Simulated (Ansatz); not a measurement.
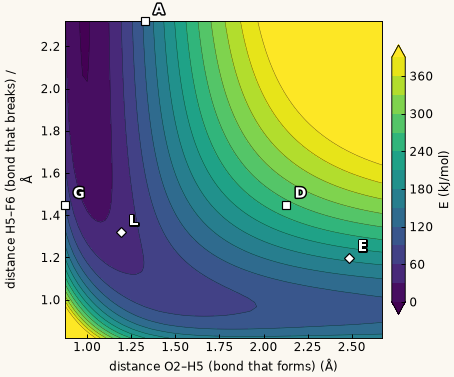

The reacting system AlF₃H₂O. The first coordinate is: distance O2–H5 (bond that forms); the second: distance H5–F6 (bond that breaks). Relaxed at each point: all other coordinates. The scan uses a 13 × 13 grid. Points are written as (first, second). All energies are given in kJ/mol relative to the lowest grid point. The reference is spin-restricted, so regions where a bond is pulled apart into radicals lie too high. Computed with RKS PBE-D4/def2-SVP (Ansatz).

The picture shows filled contours, one colour for all values above the top of the scale, lettered points. Between grid points the surface is interpolated.

Is A the lowest point of the computed grid?

No. A lies 127 kJ/mol above the lowest grid point, which is at (0.954 Å, 2.319 Å).

What kind of point is each of D, E: minimum, saddle, maximum or slope?

D: on a slope; E: on a slope. (In these two coordinates alone; a stationary point may lie a little off the grid point.)
